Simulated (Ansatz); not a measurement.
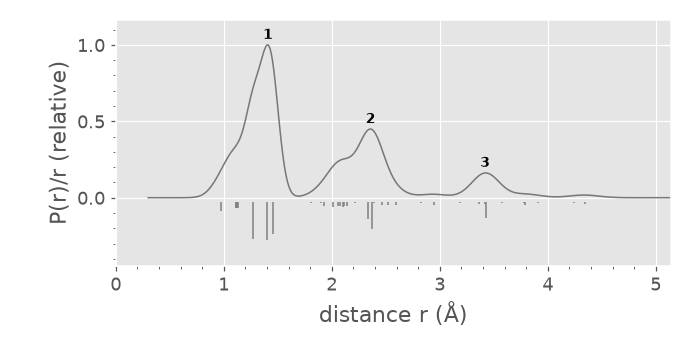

Simulated gas electron diffraction: radial distribution curve of C₂H₅NO. Each pair of atoms contributes with weight ZᵢZⱼ/r (bars below the curve); damping constant 0.0015 Å²; vibrational amplitudes assumed, not computed: 0.05 Å for bonds, 0.078 Å for bonds to H, 0.06 + 0.015 r up to 0.15 Å for other pairs. The geometry is the end point of an optimisation (RKS PBE-D4/def2-SVP (Ansatz 0.2.0)); it may be a saddle point or a higher isomer. SMILES: C=NCO.

Which pairs of atoms lie under the numbered peaks? Mark bonded pairs by – and others by ···.

Peak 1, 1.41 Å: N–C 1.27–1.45 Å (×2), O–C 1.40 Å, not resolved; in its flanks C–H 1.11–1.13 Å
Peak 2, 2.36 Å: N···H 2.14–2.52 Å (×2), C···C 2.34 Å, O···N 2.37 Å, C···H 2.47–2.60 Å (×2), not resolved; in its flanks O···H 2.02–2.11 Å, N···H 2.06–2.11 Å
Peak 3, 3.42 Å: C···H 3.36–3.42 Å (×2), O···C 3.43 Å, not resolved; in its flanks O···H 3.79 Å
